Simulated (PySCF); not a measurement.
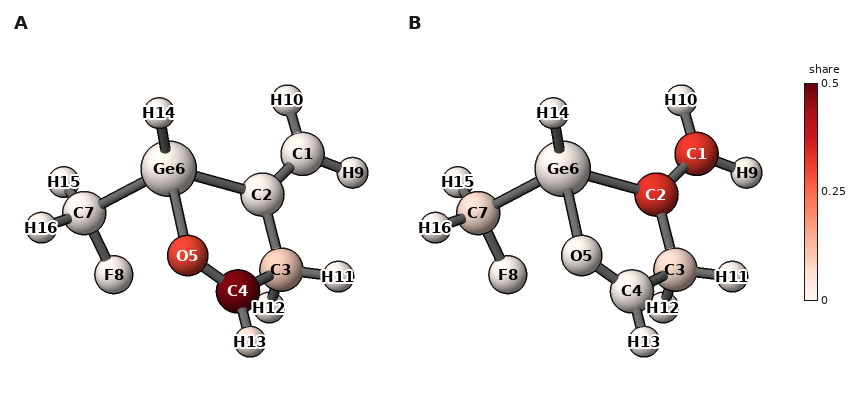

Each panel colours the atoms by their Löwdin share in one orbital (up to four of the largest shares; other atoms are shown as zero). The species has charge +1 and is a spin singlet. Computed geometry: GFN2-xTB optimisation. No frequency run is at hand to confirm it as a minimum. Computed with PBE0/def2-SVPD (PySCF 2.14.0).

> The panels show the HOMO, LUMO, in some order. Which is which?

A: LUMO, −6.78 eV; C4 0.47, O5 0.30, C3 0.09, H13 0.05
B: HOMO, −12.37 eV; C2 0.32, C1 0.32, C3 0.07, C7 0.06

The geometry is semi-empirical. Around Ge such bond lengths and angles can be off by a tenth of an ångström or more and by several degrees, and values that hang on the shape move with them.
